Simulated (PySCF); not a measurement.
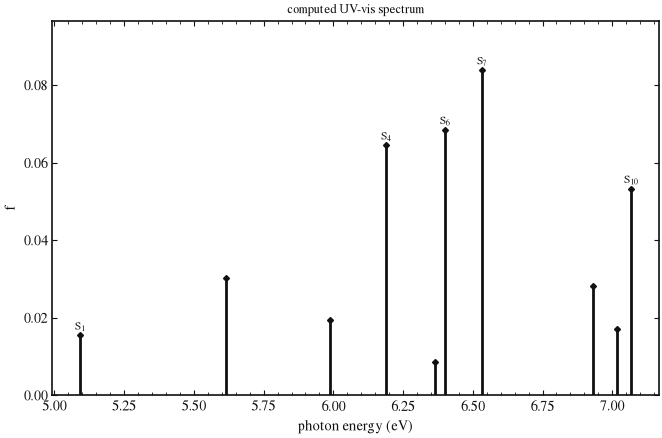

Vertical TDDFT excitations, PBE0/def2-SVPD in PySCF, at a PBE0-D3(BJ)/def2-SVP geometry (no frequency check), gas phase. The lowest 10 singlet states are shown.

> Which molecule gives this spectrum?
A. C₆H₁₅Cl₃SSi₂, SMILES CCCCS[Si@](C)(Cl)[Si](C)(Cl)Cl
B. C₈H₇F₃O, SMILES O=C([C@@H]1[C@H]2C=CC[C@H]21)C(F)(F)F
C. C₈H₇F₃O, SMILES C=C(c1cc1=O)[C@H](C)C(F)(F)F

Option A. Its lowest singlet lies at 5.09 eV (f = 0.015) and the brightest of those computed is S7 at 6.53 eV (190 nm), f = 0.084, mainly HOMO → LUMO+4 (52 %).

Note: one conformer of a flexible molecule; core orbitals are frozen in the response.
